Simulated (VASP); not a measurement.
Band structure of TiSi (relaxed from the rock salt structure, space group Fm-3m). Method: r2SCAN meta-GGA, VASP's PBE PAW potentials (set 64) (plane waves; VASP).

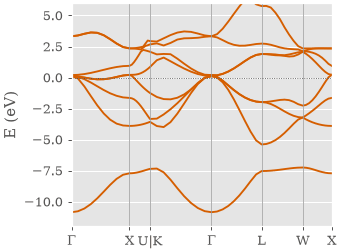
Bands along high-symmetry lines, zero at the valence-band maximum or, without a gap, the Fermi level

**Question.** Read the plot: is there a gap, and where are the band edges?

**Answer.** It has no gap at this level: it comes out as a metal or semimetal.

The structure was generated: TiSi was put into the rock salt type (Fm-3m), which need not be its known phase. It was relaxed first, which changed the volume by -34 %.
